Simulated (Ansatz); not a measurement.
**Mg2C (model cell, started as cuprite): following an unstable mode**

Aim: this structure of Mg2C (model cell, started as cuprite) is to be tested for unstable modes, and one is followed downhill.

Main program and level: Ansatz 0.2.0; DFT PBE, scalar-relativistic, plane waves, PAW.

The structure was built from a prototype and need not be the compound's stable phase.

## 1. The starting structure

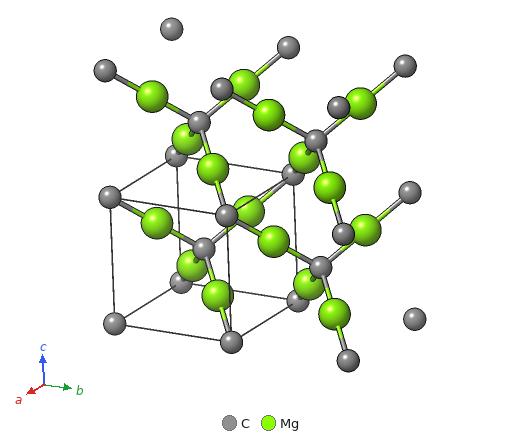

Start, viewed slightly off an axis; carbon grey, magnesium green. 1×2×2 cells are drawn. Bonds to atoms that aren't drawn are left out. Some periodic images of atoms are drawn too.

## 2. Response at finite wavevector

The cell comes from relaxations at this level that are not shown. Stability and thermal properties need the whole zone. Linear response on a 2×2×2 q mesh gives force constants as far as a supercell of that size would.

The input, input.yaml:

```yaml
crystal:
  lattice:
    - [4.8390002607, 0.0, 0.0]
    - [0.0, 4.8390002607, 0.0]
    - [0.0, 0.0, 4.8390002607]
  atoms:
    - { symbol: C, position: [0.0, 0.0, 0.0] }
    - { symbol: C, position: [0.5, 0.5, 0.5] }
    - { symbol: Mg, position: [0.25, 0.25, 0.25] }
    - { symbol: Mg, position: [0.75, 0.75, 0.25] }
    - { symbol: Mg, position: [0.75, 0.25, 0.75] }
    - { symbol: Mg, position: [0.25, 0.75, 0.75] }
kpoints:
  mp_grid: { grid: [6, 6, 6] }
hamiltonian:
  xc: pbe
scf:
  occupations: { method: methfessel_paxton, width: 0.15 }
output:
  eigenvalues: true
phonons:
  method: dfpt
  qmesh: [2, 2, 2]
  temperatures: { t_max: 1000, t_step: 50 }
  qpath:
    path:
      - [[0.0, 0.0, 0.0], [0.0, 0.5, 0.0], [0.5, 0.5, 0.0], [0.0, 0.0, 0.0], [0.5, 0.5, 0.5], [0.0, 0.5, 0.0]]
      - [[0.5, 0.5, 0.5], [0.5, 0.5, 0.0]]
    npoints: 10
```

Started as:

```console
$ ansatz run input.yaml --threads 8 --pin off --max-ram 14336MiB --backend cpu --events-out ev --progress --plain --runs-dir out
```

Numbers of over 12 decimals in the logs are rounded to 6 here.

The log of the run:

```text
Warning: phonons: the dynamical matrix that this run interpolates holds no multipole term above the dipole-dipole one, and a site of this crystal is no centre of inversion, so its interpolated transverse optical and acoustic branches and sound speeds can stay off near Gamma, and the density of states and the thermodynamics with them. What a run solves at a wave vector of phonons.qpoints, Gamma apart, where the deck admits one, is free of this, and under fd what a larger phonons.supercell samples
Engine: ansatz 0.2.0, aarch64-unknown-linux-gnu
Pseudopotentials: kind: paw
Pseudopotential: C, paw, valence charge 4, recommended cutoff 420 eV (normal), C.paw.azcp
Pseudopotential: Mg, paw, valence charge 10, recommended cutoff 420 eV (normal), Mg.paw.azcp
Functional definition: PBE
  parameter kappa = 0.804
  parameter beta = 0.066725
  exchange = pbe_x(kappa = kappa, mu = beta*pi^2/3)
  correlation = pbe_c(beta = beta)
Crystal: 6 atoms, lattice volume = 113.310 Å³
Basis set: ecut = 420 eV, 2205 PW (Γ), exchange–correlation on 72×72×72 points (8 copies of the dense FFT grid, shifted against one another)
Bands: 30, of which v1, the nominal top of the filled ones, is band 24 counted from 1 (23 counted from 0)
Symmetry: 48 space group operations
k-points: 20 of 216
Non-local potential: C, projectors of the file, l = 0: 2, l = 1: 2, l = 2: 1
Non-local potential: Mg, projectors of the file, l = 0: 3, l = 1: 2, l = 2: 1
PAW form: soft (Blöchl's): semilocal exchange-correlation on the pseudo side does not see the compensation charge
PAW one-centre angular grid: C, 110 points (default); XC on 64 Gauss nodes
PAW one-centre angular grid: Mg, 110 points (default); XC on 64 Gauss nodes
Initial density: superposition of atomic densities (neutral atoms: chi_scale 0, normalization atom), corrected by the library's trained network
Initial wavefunctions: pseudopotential atomic-orbital guess
Functional: x = pbe(κ = 0.804, μ = 0.219515), c = pbe(β = 0.066725)
SCF iter   1: F=—  HF=-8193.225032 eV  |F-HF|=—  |Δ(HF+E_count)|=         —  Δρ=3.14e-3  dr2=2.16e-2  ethr=1.77e-3  ⟨swp⟩=5.9  Hψ=2698  notcnv=0
preconditioner: auto → Resta (q_TF=auto, 2.364 Å⁻¹)  ε∞=5.3  [insulator: Δε(μ)=0.747 eV  Ē_g=6.692 eV  σ=0.150 eV  W_gap=0.58  n_scr=26 (ndim 8)  ℏωp=14.0 eV  f_vac=0.000  D(μ)=0.52/eV (n_scr^D=0)  ε∞_Penn≈5.3]
SCF iter   2: F=—  HF=-8193.222003 eV  |F-HF|=—  |Δ(HF+E_count)|=   3.03e-3  S|Δr|=    0.00e0  Δρ=1.29e-3  dr2=3.86e-3  ethr=4.50e-5  ⟨swp⟩=1.2  Hψ=781  notcnv=0  defer=1
SCF iter   3: F=—  HF=-8193.221439 eV  |F-HF|=—  |Δ(HF+E_count)|=   5.65e-4  S|Δr|=    0.00e0  Δρ=2.35e-4  dr2=7.76e-5  ethr=8.04e-6  ⟨swp⟩=2.0  Hψ=700  notcnv=0  defer=1
SCF iter   4: F=—  HF=-8193.221426 eV  |F-HF|=—  |Δ(HF+E_count)|=   1.24e-5  S|Δr|=    0.00e0  Δρ=4.09e-5  dr2=2.46e-6  ethr=1.62e-7  ⟨swp⟩=2.0  Hψ=694  notcnv=0  defer=1
SCF iter   5: F=—  HF=-8193.221426 eV  |F-HF|=—  |Δ(HF+E_count)|=   2.20e-7  S|Δr|=    0.00e0  Δρ=8.17e-6  dr2=5.86e-8  ethr=5.12e-9  ⟨swp⟩=2.0  Hψ=683  notcnv=0  defer=1
SCF iter   6: F=—  HF=-8193.221426 eV  |F-HF|=—  |Δ(HF+E_count)|=   6.70e-8  S|Δr|=    0.00e0  Δρ=1.36e-6  dr2=1.66e-9  ethr=1.22e-10  ⟨swp⟩=2.0  Hψ=726  notcnv=0  defer=1
SCF iter   7: F=—  HF=-8193.221426 eV  |F-HF|=—  |Δ(HF+E_count)|=   1.53e-9  S|Δr|=    0.00e0  Δρ=5.39e-7  dr2=1.60e-10  ethr=3.46e-12  ⟨swp⟩=2.0  Hψ=1047  notcnv=0  defer=1
SCF iter   8: F=—  HF=-8193.221426 eV  |F-HF|=—  |Δ(HF+E_count)|=  5.46e-12  S|Δr|=    0.00e0  Δρ=1.05e-7  dr2=1.02e-11  ethr=1.00e-12  ⟨swp⟩=2.0  Hψ=930  notcnv=0  defer=1
SCF iter   9: F=-8193.221426 eV  HF=-8193.221426 eV  |F-HF|=1.82e-12  |Δ(HF+E_count)|=  1.09e-11  S|Δr|=    0.00e0  Δρ=1.51e-8  dr2=1.52e-13  ethr=1.00e-12  ⟨swp⟩=8.8  Hψ=2723  notcnv=0
SCF 1 converged in 9 iterations: F = -8193.221426 eV  dr2 = 1.52e-13
  greatest PAW one-centre occupation: 1.000 electrons in one spin orbital (limit 2), on the Mg atom at site 5 (counted from 0), in its partial waves of l = 0
Initial density: read from a saved state, or passed on in memory by an earlier SCF of this step, an earlier step, the calling program or the single point that the run made first
iter 1 solved again at ethr=2.28e-9 eV; its pass at ethr=3.10e-3 eV (dr2=1.09e-6 eV) is discarded
SCF iter   1: F=—  HF=-8193.221426 eV  |F-HF|=—  |Δ(HF+E_count)|=         —  Δρ=1.26e-7  dr2=1.62e-11  ethr=2.28e-9  ⟨swp⟩=4.1  Hψ=4597  notcnv=0
preconditioner: auto → Resta (q_TF=auto, 2.364 Å⁻¹)  ε∞=5.4  [insulator: Δε(μ)=0.734 eV  Ē_g=6.662 eV  σ=0.150 eV  W_gap=0.58  n_scr=26 (ndim 8)  ℏωp=14.0 eV  f_vac=0.000  D(μ)=0.51/eV (n_scr^D=0)  ε∞_Penn≈5.4]
SCF iter   2: F=-8193.221426 eV  HF=-8193.221426 eV  |F-HF|=3.64e-12  |Δ(HF+E_count)|=   6.86e-8  S|Δr|=    0.00e0  Δρ=6.01e-8  dr2=4.20e-12  ethr=1.00e-12  ⟨swp⟩=3.4  Hψ=2285  notcnv=0
SCF 2 converged in 2 iterations: F = -8193.221426 eV  dr2 = 4.20e-12
k-points: 40 of 216 (irreducible under 8 space group operations, time reversal used)
iter 1 solved again at ethr=6.98e-10 eV; its pass at ethr=3.10e-3 eV (dr2=3.35e-7 eV) is discarded
SCF iter   1: F=—  HF=-8193.222385 eV  |F-HF|=—  |Δ(HF+E_count)|=         —  Δρ=1.24e-5  dr2=3.40e-7  ethr=6.98e-10  ⟨swp⟩=4.0  Hψ=8575  notcnv=0  defer=154
preconditioner: auto → Resta (q_TF=auto, 2.364 Å⁻¹)  ε∞=5.4  [insulator: Δε(μ)=0.000 eV  Ē_g=6.665 eV  n_scr=26 (ndim 8)  ℏωp=14.0 eV  f_vac=0.000  ε∞_Penn≈5.4]
SCF iter   2: F=—  HF=-8193.222385 eV  |F-HF|=—  |Δ(HF+E_count)|=   7.04e-8  Δρ=2.02e-6  dr2=3.00e-9  ethr=6.98e-10  ⟨swp⟩=2.0  Hψ=1432  notcnv=0  defer=154
SCF iter   3: F=—  HF=-8193.222385 eV  |F-HF|=—  |Δ(HF+E_count)|=   1.31e-9  Δρ=1.05e-6  dr2=1.19e-9  ethr=1.00e-12  ⟨swp⟩=8.3  Hψ=4341  notcnv=0
SCF iter   4: F=—  HF=-8193.222385 eV  |F-HF|=—  |Δ(HF+E_count)|=  1.27e-10  Δρ=3.88e-7  dr2=1.81e-10  ethr=2.48e-12  ⟨swp⟩=1.1  Hψ=1130  notcnv=0
SCF iter   5: F=-8193.222385 eV  HF=-8193.222385 eV  |F-HF|=3.64e-12  |Δ(HF+E_count)|=  9.09e-12  Δρ=7.15e-8  dr2=8.06e-12  ethr=1.00e-12  ⟨swp⟩=2.0  Hψ=2321  notcnv=0
WARN: a fill by count may have filled part of one level: at k-index 0 the highest filled band, 4.425089 eV, and the lowest empty band, 4.425089 eV, stand 8.882e-16 eV apart, within the solve's uncertainty, 1.000e-5 eV. If they are one level, whatever splits it, however little, can move the result. A smearing (`scf.occupations.method` with a `width`) well over the split that the run's distortions make, where the deck  [...]
SCF 3 converged in 5 iterations: F = -8193.222385 eV  dr2 = 8.06e-12
  greatest PAW one-centre occupation: 1.000 electrons in one spin orbital (limit 2), on the Mg atom at site 4 (counted from 0), in its partial waves of l = 0
NSCF: frozen V_eff on 26 k-points
phonons: the run's symmetry doesn't show that the Born effective charges vanish, and it interpolates frequencies without the dipole-dipole term. In a polar insulator or semiconductor they then lack LO-TO splitting, and the branches near Gamma, sound speeds, density of states, thermodynamics and thermal conductivity can be off. Where the input admits it, phonons.dielectric: true or phonons.non_analytic_term supplies t [...]
NSCF: frozen V_eff on 20 k-points
NSCF: frozen V_eff on 68 k-points
DFPT response loops at q = (0, 0, 0) (fractional): preconditioner auto → Kerker (q_TF=auto, 2.364 Å⁻¹) (partly filled bands, converged f_vac=0.000); β = 1.00, the filter's whole step (`scf.mixing.beta` (0.50) is not read by the response loops under this deck's `scf.mixing.preconditioner`; to damp them name `kerker` or `kerker_dos`, under which they read `scf.mixing.beta`, and type it under 1.00, their step now; both keys bind the ground state too); Broyden in place of MSR1
NSCF: frozen V_eff on 224 k-points
DFPT response loops at q = (0, 0, -0.5) (fractional): mixed as the last ones told, above
NSCF: frozen V_eff on 224 k-points
DFPT response loops at q = (0, -0.5, -0.5) (fractional): mixed as the last ones told, above
NSCF: frozen V_eff on 136 k-points
DFPT response loops at q = (-0.5, -0.5, -0.5) (fractional): mixed as the last ones told, above
SCF converged after 9 iterations
Stability not checked: this state was not tested for a lower state beside it, because cold or Methfessel-Paxton smearing, or corrected tetrahedra, fill the levels in a way that the test cannot read (fill_not_monotonic; see scf.lower_state_search)
Free energy (F): -8193.221426 eV
Harris-Foulkes:  -8193.221426 eV  (|F-HF|=1.82e-12)
Internal energy: -8193.224469 eV  (E = F + TS)
E sigma→0 (E₀):  -8193.222187 eV
Entropy (-TS):   0.003043 eV (0.507 meV/atom)
Fermi energy:    4.438640 eV
Step filling:    the computed levels leave a gap of 0.0000 eV = 0.0 smearing widths at the electron count; against every level under it full and every level over it empty, smearing changes F+E_penalty+E_count by +0.959 meV and its σ→0 estimate by +0.198 meV
--- Per-component energies (eV) ---
  E_band       = -1431.435189
  E_kinetic    = 469.480663
  E_local      = -6912.312260  (includes V_loc(G=0)·N_el)
  E_nonlocal   = 436.608117
  E_hartree    = 2479.757765
  E_xc         = -208.859476
  E_vxc        = -264.411146  (∫ρ·V_xc dr)
  E_paw        = -1365.040582  (= ΣΔE_a)
  E_vpaw       = -120.316066  (= ΣTr[D̂ρ^β])
  E_aug_tail   = -0.000023  (compensation charges beyond the density's cutoff)
  E_ewald      = -3092.858673
  E_smearing   = 0.003043  (= −TS)
  E_closure    = -0.000000  (closes the sum)
  Σ components = -8193.221426   (vs F -8193.221426, Δ=0.00e0)
--- Band table (eV; the first three rows and the last of 20) ---
  k-point 0: bands = [... 20 lower, 2.7626, 3.7169, 4.4248, 4.4248, 4.4248, 5.2066, 5.2066, 10.8813, ... 2 higher]
  k-point 1: bands = [... 20 lower, 2.8711, 3.0440, 4.3227, 4.3227, 5.1589, 5.3703, 5.9322, 9.3099, ... 2 higher]
  k-point 2: bands = [... 20 lower, 3.1737, 3.1737, 4.0258, 4.0258, 5.8619, 6.1107, 6.9723, 7.8327, ... 2 higher]
  k-point 19: bands = [... 20 lower, 2.2150, 2.2828, 2.2828, 2.2828, 8.3439, 8.3439, 8.3439, 8.3877, ... 2 higher]
--- Phonons (Γ-DFPT): 2 representative perturbations + reference (Σ response iterations 6) ---
  ASR residual: 1.288e-5 → 0.000e0 eV/Å²; symmetrization residual: 4.607e-7 eV/Å²
  ASR residual per site (eV/Å²): 5.35e-6 5.35e-6 1.29e-5 1.29e-5 1.29e-5 1.29e-5
  Γ frequencies (cm⁻¹): -54.63 -54.63 -54.63 0.00 0.00 0.00 144.07 144.07 144.07 246.41 246.41 424.11 483.79 483.79 483.79 608.26 608.26 608.26
--- Phonons (arbitrary-q DFPT): 4 irreducible q on the 2×2×2 mesh ---
  q = [0.0000, 0.0000, 0.0000] (star 1, of the zone-centre solve; hermiticity 9.59e-8, symmetrization 8.30e-13): -54.63 -54.63 -54.63 -0.00 0.00 0.00 144.07 144.07 144.07 246.41 246.41 424.11 483.79 483.79 483.79 608.26 608.26 608.26
  q = [0.0000, 0.0000, -0.5000] (star 3, 4 solved perturbations in 284 linear systems a pass and spin channel, the states on 112 of 216 k-point pairs; hermiticity 1.10e-7, symmetrization 3.94e-13): 68.39 68.39 103.27 103.27 146.36 146.36 152.49 152.49 198.79 198.79 258.03 258.03 468.86 468.86 603.33 603.33 613.71 613.71
  q = [0.0000, -0.5000, -0.5000] (star 3, 4 solved perturbations in 284 linear systems a pass and spin channel, the states on 112 of 216 k-point pairs; hermiticity 9.61e-8, symmetrization 1.99e-13): -30.87 -30.87 56.46 56.46 127.36 127.36 173.62 173.62 176.63 176.63 282.75 282.75 511.14 511.14 572.31 572.31 613.12 613.12
  q = [-0.5000, -0.5000, -0.5000] (star 1, 2 solved perturbations in 108 linear systems a pass and spin channel, the states on 68 of 216 k-point pairs; hermiticity 1.15e-7, symmetrization 1.46e-13): -32.40 -32.40 82.97 82.97 82.97 85.05 85.05 85.05 232.33 232.33 232.33 430.83 485.13 485.13 485.13 626.13 626.13 626.13
  sum rule: each row above includes the acoustic sum rule's correction from the zone centre's row sums; it moved no ω² by more than (0.39 cm⁻¹)²
  mesh force constants: q→R imaginary residual 1.98e-17; ASR residual 1.288e-5 → 0.000e0 eV/Å²; symmetrization residual 9.770e-15 eV/Å²
  interpolated dispersion: 62 rows × 18 modes
  density of states and harmonic sums: on the 14×14×14 q-mesh, interpolated from the force constants of a 2×2×2 supercell (no non-analytic term)
  largest difference from the sums on the solved wave vectors: F 3.29e-1 eV, S 4.46e-4 and C_V 1.18e-4 eV/K
  zero-point energy: 0.315808 eV/cell   skipped modes (ω ≤ 0): 64, of them read as no rigid motion or as one in doubt: 61 (3.874e-1 modes/cell left out, lowest -54.63 cm⁻¹)   left out of the sums: 2.16e-2 of the cell's modes: C_V's classical limit lies that fraction below 3 k_B per atom; for a crystal, a wire or a layer, F and S can be off by more, and a phonons.interpolated_qmesh denser along its periods is the remedy for the sampling
```

Wall time 45 s (8 threads of Arm Neoverse V1, shared host); peak memory 1.2 GiB.

The column dr2 measures how far the density is from self-consistency, as an energy; F and HF (Harris–Foulkes) agree once it is small.

Numbers from this step:

```
volume per atom                                         : 18.88 Å³
gap on the k-mesh                                       : 0 eV
sum-rule residual before enforcement                    : 1.29e-5 eV/Å²
lowest frequency on the path                            : -54.63 cm⁻¹
point group                                             : m-3m
highest frequency on the path or at a solved wavevector : 626.1 cm⁻¹
highest optical mode at the zone centre (no LO-TO term) : 608.3 cm⁻¹
lowest optical zone-centre mode                         : -54.63 cm⁻¹
lowest mode on the q mesh (acoustic modes at Γ apart)   : -54.63 cm⁻¹
```

Frequencies (cm⁻¹) solved at each irreducible wavevector; negative means imaginary. Frequencies by wavevector, by row:

```
q in reciprocal lattice units  star  mode 1  mode 2  mode 3  mode 4  mode 16  mode 17  mode 18
                        0 0 0     1   -54.6   -54.6   -54.6       0    608.3    608.3    608.3
                     0 0 -0.5     3    68.4    68.4   103.3   103.3    603.3    613.7    613.7
                  0 -0.5 -0.5     3   -30.9   -30.9    56.5    56.5    572.3    613.1    613.1
               -0.5 -0.5 -0.5     1   -32.4   -32.4      83      83    626.1    626.1    626.1
```

Interpolated from a 2×2×2 q mesh. Phonon branches along the path, in cm⁻¹:

```
    point  branch 1  branch 2  branch 3  branch 4  branch 15  branch 16  branch 17  branch 18
        Γ       -55       -55       -55         0        484        608        608        608
        X        68        68       103       103        603        603        614        614
        M       -31       -31        56        56        572        572        613        613
        Γ       -55       -55       -55         0        484        608        608        608
        R       -32       -32        83        83        485        626        626        626
        X        68        68       103       103        603        603        614        614
jump to R       -32       -32        83        83        485        626        626        626
        M       -31       -31        56        56        572        572        613        613
```

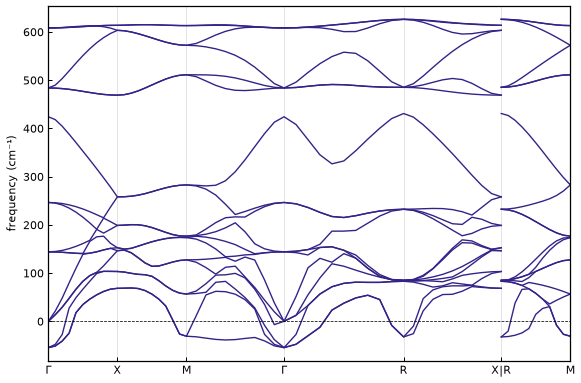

Phonon branches along the path.

Symmetry leaves 4 wavevectors to solve. The lowest mode among them, the acoustic zeros apart, lies at Γ and is imaginary, 54.6i cm⁻¹, so the energy falls along it.

## 3. The mode frozen in, largest atomic shift 0 Å

The mode followed lies at Γ with frequency 54.6i cm⁻¹ and is 3-fold degenerate, the softest among the wavevectors solved. At small amplitude the distorted cell has space group no. 102 by a symmetry search on the positions. The undistorted cell that holds it gives the zero of energy on the same k mesh.

input.yaml, the sections that differ from step 2:

```yaml
output:
  forces: true
  stress: true
  eigenvalues: true
# crystal, kpoints, hamiltonian, scf: as in step 2
# phonons: removed
```

The log of the run:

```text
[...]
Crystal: 6 atoms, lattice volume = 113.310 Å³
Basis set: ecut = 420 eV, 2205 PW (Γ), exchange–correlation on 72×72×72 points (8 copies of the dense FFT grid, shifted against one another)
Bands: 30, of which v1, the nominal top of the filled ones, is band 24 counted from 1 (23 counted from 0)
Symmetry: 48 space group operations
[...]
k-points: 20 of 216
[...]
k-point 0: bands = [... 20 lower, 2.7626, 3.7169, 4.4248, 4.4248, 4.4248, 5.2066, 5.2066, 10.8813, ... 2 higher]
  k-point 1: bands = [... 20 lower, 2.8711, 3.0441, 4.3227, 4.3227, 5.1589, 5.3703, 5.9322, 9.3099, ... 2 higher]
  k-point 2: bands = [... 20 lower, 3.1737, 3.1737, 4.0258, 4.0258, 5.8619, 6.1107, 6.9723, 7.8327, ... 2 higher]
  k-point 19: bands = [... 20 lower, 2.2151, 2.2828, 2.2828, 2.2828, 8.3439, 8.3439, 8.3439, 8.3877, ... 2 higher]
[key lines of the parts left out:]
SCF converged after 5 iterations
Free energy (F): -8193.221426 eV
Fermi energy:    4.438649 eV
P = ⅓ Tr σ = 0.0037 GPa (0.037 kbar)
```

It took 1.1 s on 8 threads; peak memory 0.45 GiB.

This step gave:

```yaml
pressure: 0.003682 GPa
energy_from_the_undistorted_cell: 0 meV/atom
```

The run ends at a pressure of 0.00 GPa.

## 4. The mode frozen in, largest atomic shift 0.14 Å

The atoms are moved along the unstable eigenvector, the largest shift by 0.14 Å, with the cell fixed.

input.yaml, the sections that differ from step 3:

```yaml
crystal:
  lattice:
    - [4.8390002607, 0.0, 0.0]
    - [0.0, 4.8390002607, 0.0]
    - [0.0, 0.0, 4.8390002607]
  atoms:
    - { symbol: C, position: [0.0289315959, 0.0, 0.0] }
    - { symbol: C, position: [0.5289315959, 0.5, 0.5] }
    - { symbol: Mg, position: [0.2428513187, 0.2665675186, 0.2665675186] }
    - { symbol: Mg, position: [0.7428513187, 0.7665675186, 0.2334324814] }
    - { symbol: Mg, position: [0.7428513187, 0.2334324814, 0.7665675186] }
    - { symbol: Mg, position: [0.2428513187, 0.7334324814, 0.7334324814] }
# kpoints, hamiltonian, scf, output: as in step 3
```

The log of the run:

```text
[...]
Crystal: 6 atoms, lattice volume = 113.310 Å³
Basis set: ecut = 420 eV, 2205 PW (Γ), exchange–correlation on 72×72×72 points (8 copies of the dense FFT grid, shifted against one another)
Bands: 30, of which v1, the nominal top of the filled ones, is band 24 counted from 1 (23 counted from 0)
Symmetry: 8 space group operations
[...]
k-points: 40 of 216 (time reversal used)
[...]
k-point 0: bands = [... 20 lower, 2.7680, 3.7168, 4.4243, 4.4503, 4.4503, 5.1727, 5.2326, 10.7870, ... 2 higher]
  k-point 1: bands = [... 20 lower, 2.8641, 3.0704, 4.3170, 4.3419, 5.1773, 5.3509, 5.9492, 9.2818, ... 2 higher]
  k-point 2: bands = [... 20 lower, 3.1666, 3.1889, 4.0195, 4.0416, 5.8437, 6.1253, 6.9919, 7.8132, ... 2 higher]
  k-point 39: bands = [... 20 lower, 2.1968, 2.2522, 2.3313, 2.3313, 8.3592, 8.3592, 8.3631, 8.3701, ... 2 higher]
[key lines of the parts left out:]
SCF converged after 5 iterations
Free energy (F): -8193.226087 eV
Fermi energy:    4.453373 eV
P = ⅓ Tr σ = -0.6428 GPa (-6.428 kbar)
```

It took 1.6 s on 8 threads; peak memory 0.46 GiB; 11 s of CPU time.

Numbers from this step:

* pressure: -0.6428 GPa
* energy from the undistorted cell: -0.785 meV/atom

The energy, extrapolated to zero smearing, is -0.79 meV/atom against the undistorted cell.

The run ends at a pressure of -0.64 GPa, with forces up to 0.0091 eV/Å.

(Part 1 of 3 ends here.)

[Logs are printed without paths, hosts, clocks, repeated set-up lines and the standing remarks that a program may print on its own settings, such as how far it seeks lower states.]

[Hosts, paths, dates, database ids (printed as entryN), source tags and the programs' standing remarks are cut or masked in the printed files.]
